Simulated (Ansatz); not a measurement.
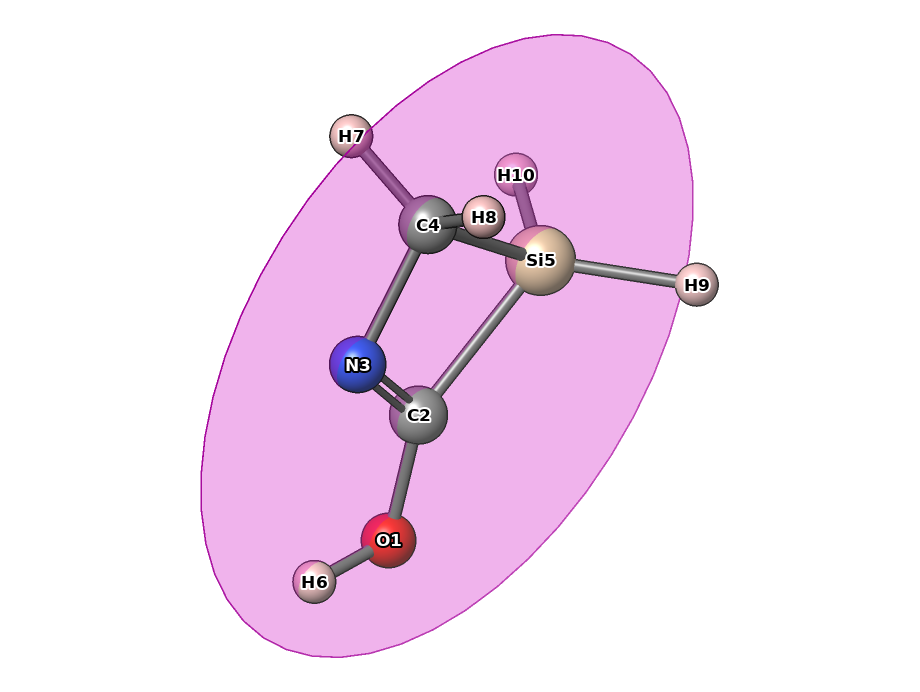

A disc through the centre of mass is drawn in. Distant atoms are faded towards the background colour. The computed structure is the end point of a PBE-D4/def2-SVP optimisation. No frequency run is at hand to confirm it as a minimum.

Is the plane of the disc a mirror plane of the structure?

Yes. The reflection leaves O1, C2, N3, C4, Si5, H6 in place and moves H7 ↔ H8; H9 ↔ H10. The point group is Cs.
